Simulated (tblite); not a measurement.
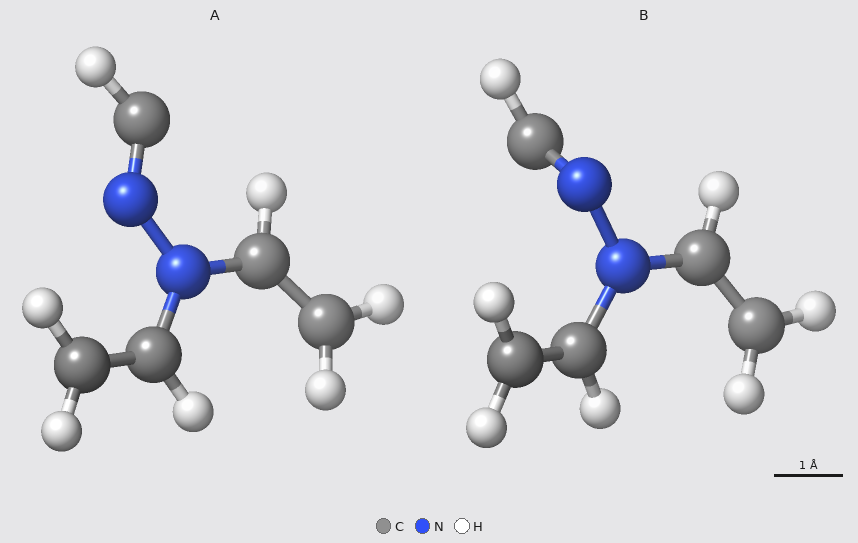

Two geometries of C$_{5}$H$_{7}$N$_{2}$ (multiplicity 2), drawn at one scale. One is the start of a relaxation, the other its converged end. Style: ball-and-stick. Shown at a tilt.

Theory: tblite 0.8.0, GFN2-xTB geometry optimisation, gas phase. 

Question: Which one is relaxed?

Answer: Structure A is the relaxed one. The energy falls by 0.706 eV in 84 geometry steps. A C atom moves most after the best rigid fit: 0.63 Å. Largest moves by element: C 0.63 Å, N 0.57 Å, H 0.50 Å. Near-neighbour distances that change, for instance: N–N 1.432 → 1.347 Å, C–N 1.284 → 1.238 Å, C–N 1.431 → 1.387 Å, C–H 1.102 → 1.078 Å. Bond angles that change, for instance: C–N–N 112.9° → 127.9°, N–C–H 117.5° → 111.2°, H–C–H 122.1° → 117.5°. Groups turn about N–N by about 80°. The run took 0.53 s on 1 thread of Intel(R) Xeon(R) Processor @ 2.70GHz, with other jobs on the host.
